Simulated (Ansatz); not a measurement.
System: La4Hf2O.

```
CELL_PARAMETERS angstrom
3.52508 0.00000 0.00000
-1.76254 3.05281 0.00000
0.00000 0.00000 53.32688
ATOMIC_POSITIONS crystal
La 0.33333 0.66667 0.30496
La 0.00000 0.00000 0.63830
La 0.66667 0.33333 0.97163
La 0.33333 0.66667 0.02837
La 0.00000 0.00000 0.36170
La 0.66667 0.33333 0.69504
La 0.66667 0.33333 0.23977
La 0.33333 0.66667 0.57310
La 0.00000 0.00000 0.90644
La 0.00000 0.00000 0.09356
La 0.66667 0.33333 0.42690
La 0.33333 0.66667 0.76023
Hf 0.00000 0.00000 0.18861
Hf 0.66667 0.33333 0.52194
Hf 0.33333 0.66667 0.85527
Hf 0.66667 0.33333 0.14473
Hf 0.33333 0.66667 0.47806
Hf 0.00000 0.00000 0.81139
O 0.00000 0.00000 0.00000
O 0.66667 0.33333 0.33333
O 0.33333 0.66667 0.66667
```

Space group R-3m; a generated structure, not necessarily the stable one.

Level of theory: DFT PBE, scalar-relativistic, plane waves, PAW in Ansatz 0.2.0.

What can the converged valence pseudo-density and electron localisation function tell about the bonding?

La–O (2.54 Å): ρ is about 0.35 e/Å³ halfway; the ELF is about 0.15 at the midpoint; no shared electron pair shows on this line.
Hf–Hf (3.10 Å): the density is about 0.2 e/Å³ at the midpoint; the ELF is about 0.25 at the midpoint: no localised pair shows between them.

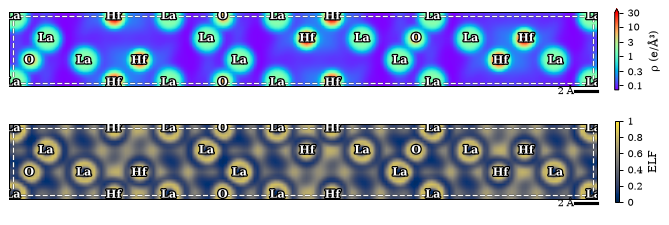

Computed valence pseudo-density and electron localisation function on the (110) plane of the conventional cell, in this order. 

Core electrons are frozen (PAW), and the valence fields are smoothed inside the atomic spheres.
